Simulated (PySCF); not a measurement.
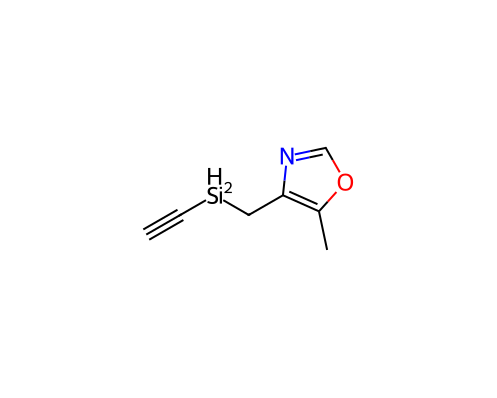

The computed structure is the end point of a GFN2-xTB optimisation. No frequency run is at hand to confirm it as a minimum. Level of theory: PBE0/pcSseg-1, gas phase (PySCF 2.14.0).

Predict the main results.

The species is C7H9NOSi (`C#C[SiH2]Cc1ncoc1C`).
- dipole moment: 2.00 D
- HOMO energy (Kohn–Sham orbital): −6.50 eV
- LUMO energy (Kohn–Sham orbital): −0.14 eV
- HOMO–LUMO gap: 6.36 eV

The geometry is semi-empirical. Around Si such bond lengths and angles can be off by a tenth of an ångström or more and by several degrees, and values that hang on the shape move with them.
